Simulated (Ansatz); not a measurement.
One crystal and one scan (energy against volume) at two levels, PBE (plane waves to 420 eV, PAW, scalar-relativistic; Ansatz, a first-principles code) and r2SCAN (plane waves to 500 eV, PAW, scalar-relativistic; Ansatz), each from its own relaxed cell and on its own mesh. The cell shown is that of PBE.

Sr (fcc, Cu type)

```xyz
1
Lattice="0.0000 3.0145 3.0145 3.0145 0.0000 3.0145 3.0145 3.0145 0.0000" Properties=species:S:1:pos:R:3 pbc="T T T"
Sr     0.0000     0.0000     0.0000
```

E(V) scan at fixed shape, V₀ the volume above. Symmetry pins the atoms to their sites.

Energies are smeared free energies. Sr was relaxed with its symmetry unable to fall. Percentages come from the unrounded values. Both scans cover V/V₀ from 0.940 to 1.060.

| quantity | PBE | r2SCAN | PBE − r2SCAN |
|---|---|---|---|
| Lattice constant a (Å) | 6.029 | 6.100 | -0.071 (-1.2 %) |
| Pressure at the smallest volume (GPa) | 0.8 | 0.8 | 0.0 |
| Energy cost of the largest compression (meV/atom) | 8 | 8 | 0 |
| Energy cost of the largest expansion (meV/atom) | 6 | 7 | -1 |
| Bulk modulus B₀ (third-order Birch-Murnaghan fit) (GPa) | 11.6 | 11.8 | -0.2 (-1 %) |
| Pressure derivative B₀′ (fit) | 3.4 | 2.7 | +0.7 (+27 %) |
| Pressure for 5 % compression (fit) (GPa) | 0.6 | 0.6 | 0.0 |

PBE gives the higher value for: pressure derivative B₀′. PBE gives the lower value for: lattice constant a. They agree on: bulk modulus B₀ (within 1.5 %). For the lattice constant a the reference is 6.045 Å (measured, corrected to the static lattice; as given in Gábor I. Csonka, John P. Perdew, Adrienn Ruzsinszky et al., Physical Review B (2009), arXiv:0903.4037): PBE lies nearer. For the bulk modulus B₀ the reference is 12.5 GPa (measured, corrected to the static lattice; as given in H. Levämäki, M. P. J. Punkkinen, K. Kokko et al., Physical Review B (2014), arXiv:1402.3671): both lie below it, neither clearly nearer. 

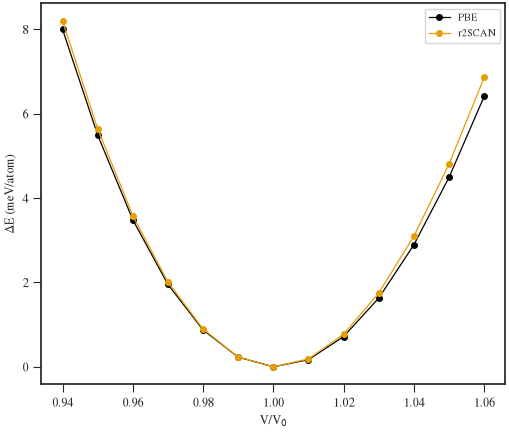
*ΔE, each from the relaxed starting cell of its own level.*

(Under strain, the slope of the energy per volume gives the stress and its curvature an elastic modulus.)
